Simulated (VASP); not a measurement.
# A VASP study of Gallium (rev-vdW-DF2): structure first, properties next, part 2 of 3

Aim: relax Gallium, then compute properties on the relaxed cell. The start is a cell from a database of measured crystal structures.

VASP 6.6.1; rev-vdW-DF2; plane waves and PAW (Ga_d).

Still holding for the runs below: The k-mesh is coarse for a metal.

So far. Step 2 (Full relaxation (rev-vdW-DF2)): It ends with a largest force of 0.002 eV/Å and a pressure of -0.01 GPa. The volume lies +1.0 % from that of the database's start. The relaxed cell has a, b, c = 4.583, 7.587, 4.551 Å (conventional setting).

### 3. Single point with fields (rev-vdW-DF2)

A single point on the relaxed cell gives a clean self-consistent state, with density, ELF and potential written out.

Input file INCAR:

```
SYSTEM = Ga
PREC = Accurate
ENCUT = 400
EDIFF = 1E-06
NELM = 100
ISMEAR = 1
SIGMA = 0.2
LREAL = .FALSE.
ALGO = Normal
GGA = MK
AGGAC = 0
LUSE_VDW = .TRUE.
PARAM1 = 0.1234
PARAM2 = 0.711357
ZAB_VDW = -1.8867
LASPH = .TRUE.
NBANDS = 32
LORBIT = 11
LWAVE = .FALSE.
LCHARG = .TRUE.
ISIF = 2
LELF = .TRUE.
LVHAR = .TRUE.
```

Input file POSCAR:

```
Ga
1.0
    2.2917114463     -3.7937019502      0.0000000000
    2.2917114463      3.7937019502      0.0000000000
    0.0000000000      0.0000000000      4.5506355240
Ga
4
Direct
    0.8434347427      0.1565652573      0.0867171533
    0.6565652573      0.3434347427      0.5867171533
    0.1565652573      0.8434347427      0.9132828467
    0.3434347427      0.6565652573      0.4132828467
```

Input file KPOINTS:

```
Automatic mesh
0
Gamma
6 6 5
0 0 0
```

Potentials, in the order of the species: Ga_d (PBE family, release 64).

The run is started by

```
> mpirun -np 4 vasp_std
```

The log of the run:

```text
[banner, memory and clock lines left out]
running    4 mpi-ranks, on    1 nodes
 distrk:  each k-point on    4 cores,    1 groups
 distr:  one band on    1 cores,    4 groups

 POSCAR found type information on POSCAR Ga
 POSCAR found :  1 types and       4 ions
 [... a notice as in an earlier step ...]

 [... a notice as in an earlier step ...]

 LDA part: xc-table for (Slater+PW92), standard interpolation
 POSCAR, INCAR and KPOINTS ok, starting setup
 FFT: planning ... GRIDC
 FFT: planning ... GRID_SOFT
 FFT: planning ... GRID
 WAVECAR not read
 entering main loop
       N       E                     dE             d eps       ncg     rms          rms(c)
DAV:   1     0.336111652110E+03    0.33611E+03   -0.22655E+04  2560   0.265E+03
DAV:   2     0.368360252550E+02   -0.29928E+03   -0.29370E+03  2656   0.496E+02
DAV:   3     0.127615941098E+01   -0.35560E+02   -0.35238E+02  2848   0.138E+02
DAV:   4     0.310961925134E+00   -0.96520E+00   -0.96429E+00  2816   0.272E+01
DAV:   5     0.290264544195E+00   -0.20697E-01   -0.20695E-01  2992   0.396E+00    0.242E+00
DAV:   6     0.373115035323E+00    0.82850E-01   -0.19668E-01  3048   0.609E+00    0.132E+00
DAV:   7     0.389963610818E+00    0.16849E-01   -0.57019E-02  3480   0.263E+00    0.299E-01
DAV:   8     0.390788942683E+00    0.82533E-03   -0.13888E-02  2792   0.130E+00    0.470E-02
DAV:   9     0.390639231231E+00   -0.14971E-03   -0.10103E-03  2736   0.351E-01    0.256E-02
DAV:  10     0.390630405207E+00   -0.88260E-05   -0.20440E-04  3016   0.160E-01    0.599E-03
DAV:  11     0.390628497466E+00   -0.19077E-05   -0.34478E-05  2864   0.698E-02    0.481E-03
DAV:  12     0.390628945661E+00    0.44820E-06   -0.10361E-05  2872   0.386E-02    0.826E-04
DAV:  13     0.390628881667E+00   -0.63994E-07   -0.94070E-07  1752   0.972E-03
   1 F= 0.39062888E+00 E0= 0.39048591E+00  d E =0.428907E-03
```

It took 22 s on 4 MPI ranks of AMD EPYC 7R43, shared host; peak memory 0.75 GiB.

OUTCAR, selected parts (step 3):

```text
  LATTYP: Found a base centered orthorhombic cell.
 ALAT       =     4.5834228926
 B/A-ratio  =     1.6554012314
 C/A-ratio  =     0.9928465321

 Found     39 irreducible k-points:

   ENCUT  =  400.0 eV  29.40 Ry    5.42 a.u.   7.23  7.23  7.42*2*pi/ulx,y,z

   NELECT =      52.0000    total number of electrons

 E-fermi :   4.7226

 k-point     1 :       0.0000    0.0000    0.0000
  band No.  band energies     occupation
    ...
     22       0.5073      2.00000
     23       1.1116      2.00000
     24       2.8213      2.00000
     25       3.1099      2.00000
     26       4.3164      2.01446
     27       5.6668     -0.00000
     28       5.8901     -0.00000
     29       5.9966     -0.00000
     30       9.6711      0.00000
     31      10.1548      0.00000
    ...

 k-point     2 :       0.1667   -0.0000    0.0000
  band No.  band energies     occupation
    ...
     22       0.1272      2.00000
     23       1.0298      2.00000
     24       1.2705      2.00000
     25       3.6548      2.00000
     26       4.1992      2.00135
     27       5.3866     -0.00003
     28       7.0144     -0.00000
     29       7.9740     -0.00000
     30       8.4693     -0.00000
     31       8.7773      0.00000
    ...

Total vdW correction in eV:      9.8478238

  Total       -0.0263978      0.0126499     -0.0207705      0.0000000      0.0000000      0.0000000
  in kB       -0.5345077      0.2561375     -0.4205641      0.0000000      0.0000000      0.0000000
  external PRESSURE =      -0.2329781 kB  Pullay stress =       0.0000000 kB

  energy-cutoff  :      400.00
  volume of cell :       79.13
      direct lattice vectors                 reciprocal lattice vectors
     2.291711446 -3.793701950  0.000000000     0.218177555 -0.131797386  0.000000000
     2.291711446  3.793701950  0.000000000     0.218177555  0.131797386  0.000000000
     0.000000000  0.000000000  4.550635524     0.000000000  0.000000000  0.219749526

 POSITION                                       TOTAL-FORCE (eV/Angst)
 -----------------------------------------------------------------------------------
      2.29171     -2.60578      0.39462         0.000000     -0.000160      0.001914
      2.29171     -1.18792      2.66994         0.000000      0.000160      0.001914
      2.29171      2.60578      4.15602         0.000000      0.000160     -0.001914
      2.29171      1.18792      1.88070         0.000000     -0.000160     -0.001914
 -----------------------------------------------------------------------------------
    total drift:                                0.000000      0.000000      0.000000

  FREE ENERGIE OF THE ION-ELECTRON SYSTEM (eV)
  ---------------------------------------------------
  free  energy   TOTEN  =         0.3906288817 eV

  energy  without entropy=        0.3901999751  energy(sigma->0) =        0.39048591

Total vdW correction in eV:      9.8478296

[... 5 parts as in an earlier step ...]

[... 7 further parts left out ...]
```

This step gave:

| Item | Value |
| --- | --- |
| SCF cycles | 13 |
| free energy (TOTEN) | 0.3906 eV |
| energy at zero smearing | 0.3905 eV |
| pressure | -0.02330 GPa |

Valence electrons inside each PAW sphere by angular momentum. Sphere charges, by row:

| atom | s (e) | p (e) | d (e) | tot (e) |
| --- | --- | --- | --- | --- |
| Ga1 | 0.971 | 0.701 | 9.956 | 11.63 |
| Ga2 | 0.971 | 0.701 | 9.956 | 11.63 |
| Ga3 | 0.971 | 0.701 | 9.956 | 11.63 |
| Ga4 | 0.971 | 0.701 | 9.956 | 11.63 |

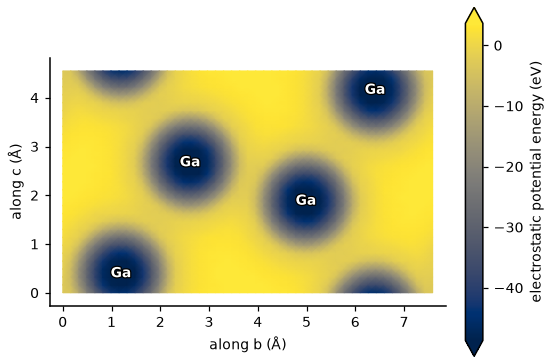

Electrostatic potential energy in the bc plane of the conventional cell at fractional x = 0.000, with atoms of Ga within 0.2 Å of it. With pseudopotentials it is smooth inside the atoms' cores, unlike the true potential.

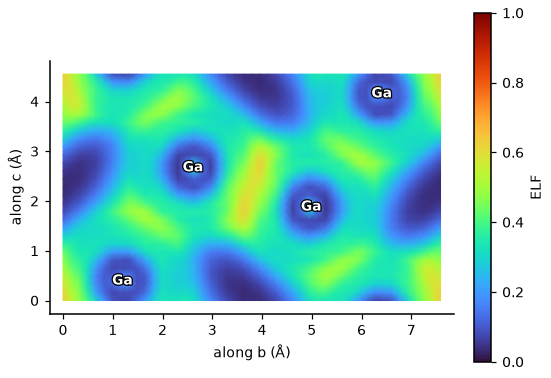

ELF in the bc plane of the conventional cell at fractional x = 0.000, with atoms of Ga within 0.2 Å of it. It is the smooth field of the valence electrons, not physical close to the nuclei.

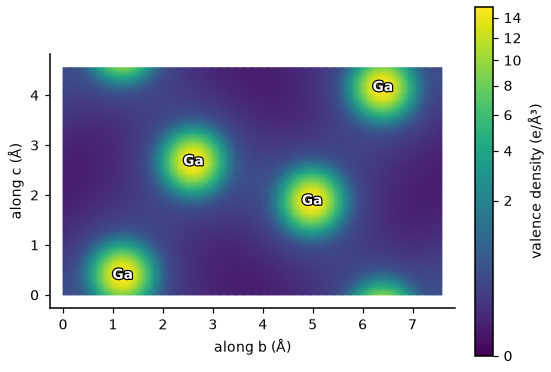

Valence density in the bc plane of the conventional cell at fractional x = 0.000, with atoms of Ga within 0.2 Å of it. It is the smooth field of the valence electrons, not physical close to the nuclei. The colour scale is stretched toward low values.

In this run the pressure is -0.02 GPa, small enough to go on.

### 4. Band structure (rev-vdW-DF2)

The mesh alone shows little of the dispersion and can miss band extrema, so KPOINTS_OPT adds a path through the symmetry points after the self-consistent cycle.

INCAR: that of step 3 with these lines changed.

```diff
@@ -16,8 +16,6 @@
 LASPH = .TRUE.
-NBANDS = 32
+NBANDS = 40
 LORBIT = 11
 LWAVE = .FALSE.
-LCHARG = .TRUE.
-ISIF = 2
-LELF = .TRUE.
-LVHAR = .TRUE.
+LCHARG = .FALSE.
+KPAR = 4
```

POSCAR is that of step 3.

KPOINTS is that of step 3.

Input file KPOINTS_OPT:

```
Line mode
16
Line-mode
Reciprocal
  0.00000000   0.00000000   0.00000000 GAMMA
  0.34122911   0.34122911   0.00000000 X

  0.34122911   0.34122911   0.00000000 X
  0.00000000   0.50000000   0.00000000 S

  0.00000000   0.50000000   0.00000000 S
  0.00000000   0.50000000   0.50000000 R

  0.00000000   0.50000000   0.50000000 R
  0.34122911   0.34122911   0.50000000 A

  0.34122911   0.34122911   0.50000000 A
  0.00000000   0.00000000   0.50000000 Z

  0.00000000   0.00000000   0.50000000 Z
  0.00000000   0.00000000   0.00000000 GAMMA

  0.00000000   0.00000000   0.00000000 GAMMA
 -0.50000000   0.50000000   0.00000000 Y

 -0.50000000   0.50000000   0.00000000 Y
 -0.34122911   0.65877089   0.00000000 X1

 -0.34122911   0.65877089   0.00000000 X1
 -0.34122911   0.65877089   0.50000000 A1

 -0.34122911   0.65877089   0.50000000 A1
 -0.50000000   0.50000000   0.50000000 T

 -0.50000000   0.50000000   0.50000000 T
 -0.50000000   0.50000000   0.00000000 Y

  0.00000000   0.00000000   0.50000000 Z
 -0.50000000   0.50000000   0.50000000 T
```

The run is started by

```
> mpirun -np 4 vasp_std
```

The log of the run:

```text
[banner, memory and clock lines left out]
running    4 mpi-ranks, on    1 nodes
 distrk:  each k-point on    1 cores,    4 groups
 distr:  one band on    1 cores,    1 groups

 POSCAR found type information on POSCAR Ga
 POSCAR found :  1 types and       4 ions
 [... a notice as in an earlier step ...]

 [... a notice as in an earlier step ...]

 LDA part: xc-table for (Slater+PW92), standard interpolation
 POSCAR, INCAR and KPOINTS ok, starting setup
 FFT: planning ... GRIDC
 FFT: planning ... GRID_SOFT
 FFT: planning ... GRID
 WAVECAR not read
 entering main loop
       N       E                     dE             d eps       ncg     rms          rms(c)
DAV:   1     0.383598090858E+03    0.38360E+03   -0.20411E+04  3472   0.210E+03
DAV:   2     0.522378717814E+02   -0.33136E+03   -0.31504E+03  3168   0.489E+02
DAV:   3     0.193220399863E+01   -0.50306E+02   -0.49763E+02  3568   0.135E+02
DAV:   4     0.322332935801E+00   -0.16099E+01   -0.16084E+01  3600   0.279E+01
DAV:   5     0.290353621118E+00   -0.31979E-01   -0.31977E-01  3856   0.405E+00    0.242E+00
DAV:   6     0.372964317368E+00    0.82611E-01   -0.16335E-01  4216   0.488E+00    0.131E+00
DAV:   7     0.389963854854E+00    0.17000E-01   -0.46784E-02  4752   0.207E+00    0.300E-01
DAV:   8     0.390798744495E+00    0.83489E-03   -0.11832E-02  3432   0.992E-01    0.458E-02
DAV:   9     0.390635326026E+00   -0.16342E-03   -0.96584E-04  3624   0.280E-01    0.254E-02
DAV:  10     0.390630756738E+00   -0.45693E-05   -0.16762E-04  3552   0.125E-01    0.567E-03
DAV:  11     0.390628615205E+00   -0.21415E-05   -0.26094E-05  3600   0.494E-02    0.394E-03
DAV:  12     0.390628913217E+00    0.29801E-06   -0.72672E-06  3528   0.275E-02
   1 F= 0.39062891E+00 E0= 0.39048585E+00  d E =0.429184E-03
 Start KPOINTS_OPT (optional k-point list driver)
k-point batch [1-39\192]
       N       E                     dE             ncg
DAV:   1    -0.628398588405E+03   -0.39864E+05     3480
DAV:   2    -0.135370216530E+05   -0.12909E+05     3184
DAV:   3    -0.154740844774E+05   -0.19371E+04     3568
DAV:   4    -0.155366160342E+05   -0.62532E+02     3552
DAV:   5    -0.155378692692E+05   -0.12532E+01     3768
DAV:   6    -0.155379271313E+05   -0.57862E-01     4352
DAV:   7    -0.155379279086E+05   -0.77729E-03     3920
DAV:   8    -0.155379279205E+05   -0.11868E-04     3256
DAV:   9    -0.155379279212E+05   -0.66917E-06     2264
[...]
k-point batch [157-192\192]
       N       E                     dE             ncg
DAV:   1     0.387977401315E+04   -0.47201E+05     3288
DAV:   2    -0.805739941932E+04   -0.11937E+05     2896
DAV:   3    -0.986520842444E+04   -0.18078E+04     3208
DAV:   4    -0.992253262927E+04   -0.57324E+02     3592
DAV:   5    -0.992361270140E+04   -0.10801E+01     3376
DAV:   6    -0.992365742160E+04   -0.44720E-01     4184
DAV:   7    -0.992365818249E+04   -0.76089E-03     3608
DAV:   8    -0.992365819473E+04   -0.12243E-04     3416
DAV:   9    -0.992365819517E+04   -0.43427E-06     2072
```

Wall time 77 s (4 MPI ranks); peak memory 1.6 GiB; 5.1 min of CPU time.

Parts of OUTCAR (step 4):

```text
 Found     39 irreducible k-points:

   k-points           NKPTS =     39   k-points in BZ     NKDIM =     39   number of bands    NBANDS=     40

   NELECT =      52.0000    total number of electrons

 E-fermi :   4.7226

 k-point     1 :       0.0000    0.0000    0.0000
  band No.  band energies     occupation
    ...
     22       0.5074      2.00000
     23       1.1116      2.00000
     24       2.8213      2.00000
     25       3.1099      2.00000
     26       4.3165      2.01447
     27       5.6668     -0.00000
     28       5.8902     -0.00000
     29       5.9967     -0.00000
     30       9.6711      0.00000
     31      10.1548      0.00000
    ...

 k-point     2 :       0.1667   -0.0000    0.0000
  band No.  band energies     occupation
    ...
     22       0.1273      2.00000
     23       1.0299      2.00000
     24       1.2706      2.00000
     25       3.6548      2.00000
     26       4.1992      2.00135
     27       5.3866     -0.00003
     28       7.0145     -0.00000
     29       7.9741     -0.00000
     30       8.4693     -0.00000
     31       8.7774      0.00000
    ...

Total vdW correction in eV:      9.8478064

  Total       -0.0640156     -0.0226341     -0.0587287      0.0000000      0.0000000      0.0000000
  in kB       -1.2961982     -0.4582988     -1.1891485      0.0000000      0.0000000      0.0000000
  external PRESSURE =      -0.9812151 kB  Pullay stress =       0.0000000 kB

 POSITION                                       TOTAL-FORCE (eV/Angst)
 -----------------------------------------------------------------------------------
      2.29171     -2.60578      0.39462         0.000000     -0.000256      0.001907
      2.29171     -1.18792      2.66994         0.000000      0.000256      0.001907
      2.29171      2.60578      4.15602         0.000000      0.000256     -0.001907
      2.29171      1.18792      1.88070         0.000000     -0.000256     -0.001907
 -----------------------------------------------------------------------------------
    total drift:                                0.000000      0.000000      0.000000

  FREE ENERGIE OF THE ION-ELECTRON SYSTEM (eV)
  ---------------------------------------------------
  free  energy   TOTEN  =         0.3906289132 eV

  energy  without entropy=        0.3901997290  energy(sigma->0) =        0.39048585

Total vdW correction in eV:      9.8478257

[... 9 parts as in an earlier step ...]

[... 5 further parts left out ...]
```

Spin-orbit coupling is off here; it would split degenerate levels.

Numbers from this step:

| Item | Value |
| --- | --- |
| SCF cycles | 12 |
| bands | 40 |
| pressure | -0.09812 GPa |

Electronic bands along the path, in eV, zero at the Fermi level; # counts the bands kept, so #1 is VASP's band 21:

| point | #3 | #4 | #5 | #6 | #7 | #8 | #9 | #10 |
| --- | --- | --- | --- | --- | --- | --- | --- | --- |
| Γ | -3.61 | -1.90 | -1.61 | -0.41 | 0.94 | 1.17 | 1.27 | 4.95 |
| X | -6.38 | -1.02 | -0.96 | -0.15 | -0.07 | 1.10 | 2.14 | 2.63 |
| S | -3.31 | -3.31 | -1.27 | -1.27 | 0.87 | 0.87 | 4.19 | 4.19 |
| R | -6.12 | -6.12 | -1.31 | -1.31 | 0.72 | 0.72 | 6.96 | 6.96 |
| A | -5.92 | -5.92 | -3.40 | -3.40 | 3.82 | 3.82 | 5.28 | 5.28 |
| Z | -0.32 | -0.32 | 0.06 | 0.06 | 0.21 | 0.21 | 2.28 | 2.28 |
| Γ | -3.61 | -1.90 | -1.61 | -0.41 | 0.94 | 1.17 | 1.27 | 4.95 |
| Y | -4.29 | -3.19 | -1.64 | -1.35 | 1.21 | 1.40 | 3.14 | 3.81 |
| X1 | -6.38 | -1.02 | -0.96 | -0.15 | -0.07 | 1.10 | 2.14 | 2.63 |
| A1 | -5.92 | -5.92 | -3.40 | -3.40 | 3.82 | 3.82 | 5.28 | 5.28 |
| T | -5.19 | -5.19 | -1.21 | -1.21 | -1.02 | -1.02 | 6.68 | 6.68 |
| Y | -4.29 | -3.19 | -1.64 | -1.35 | 1.21 | 1.40 | 3.14 | 3.81 |
| jump to Z | -0.32 | -0.32 | 0.06 | 0.06 | 0.21 | 0.21 | 2.28 | 2.28 |
| T | -5.19 | -5.19 | -1.21 | -1.21 | -1.02 | -1.02 | 6.68 | 6.68 |

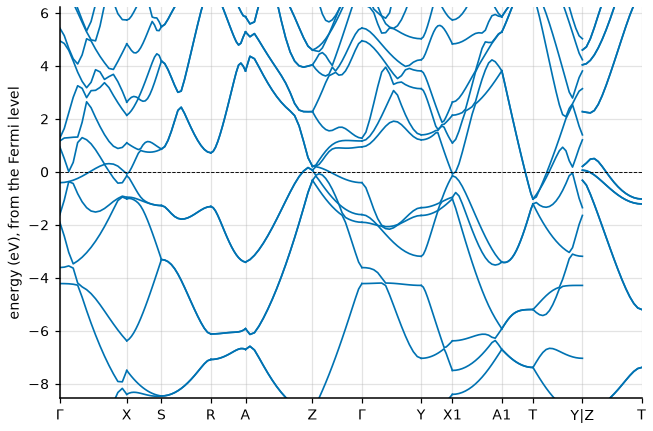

Electronic bands along the path.

There is no gap at this level.

(Continued in part 3 of 3.)

[Lines on the potential files, build, host, timing and source positions are cut from VASP's logs without a mark.]

[Logs are printed without paths, hosts, clocks, repeated set-up lines and the standing remarks that a program may print on its own settings, such as how far it seeks lower states.]

[Hosts, paths, dates, database ids (printed as entryN), source tags and the programs' standing remarks are cut or masked in the printed files.]

[A measured line is paired with the nearest computed mode of its activity, which favours agreement.]
